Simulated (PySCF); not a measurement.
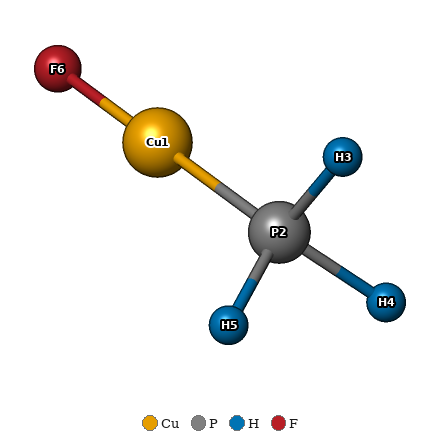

CuPH₃F (Cu(PH3)F), SMILES [F][Cu]<-[PH3], singlet. Vertical core-electron binding energies by ΔSCF (SCAN, pcX-2 on the ionised atom (unc-x2c-TZVPall on a metal), pcseg-1 elsewhere, spin-free X2C; PySCF, at a PBE0-D3(BJ)/def2-SVP geometry (no frequency check)), gas phase, against the vacuum level. One atom of each kind was ionised; within a panel, areas follow the number of like atoms and 2j + 1 (2p levels are split by first-order spin-orbit coupling, an approximation), each panel is scaled alone, Gaussians of 0.6 eV full width. Only the regions named are shown.

Question: Predict the P 2p, Cu 2p and P 1s photoelectron lines.

Answer:
| level | atoms | binding energy (eV) |
| --- | --- | --- |
| P 2p1/2 | P2 | 139.3 |
| P 2p3/2 | P2 | 138.5 |
| Cu 2p1/2 | Cu1 | 959.3 |
| Cu 2p3/2 | Cu1 | 938.7 |
| P 1s | P2 | 2152.1 |

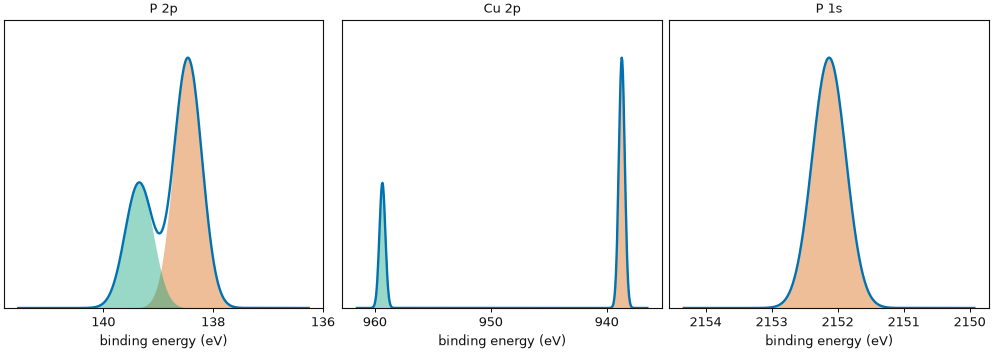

Note: metal 2p levels are good to about 1 eV.
